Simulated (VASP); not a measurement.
Band structure of HgS (space group F-43m). All values below come from PBE GGA, VASP's PBE PAW potentials (set 64) (plane waves; VASP).

Unless said otherwise, spin-orbit coupling is left out, though it shifts the bands of the heavy elements here.

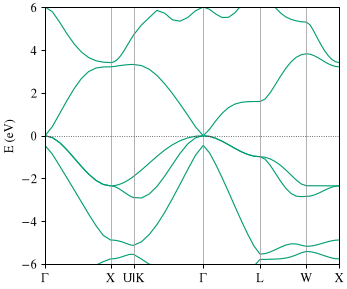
Figure. Bands along high-symmetry lines, zero at the valence-band maximum or, without a gap, the Fermi level

### Question
Read the plot: is there a gap, and where are the band edges?

### Answer
It has no gap at this level: it comes out as a metal or semimetal.

The structure is a typed HgS crystal (F-43m). The cell was not relaxed at this level. The k-mesh is coarse (spacing up to 0.37 per Å, 2π included), so the numbers may not be converged in it.
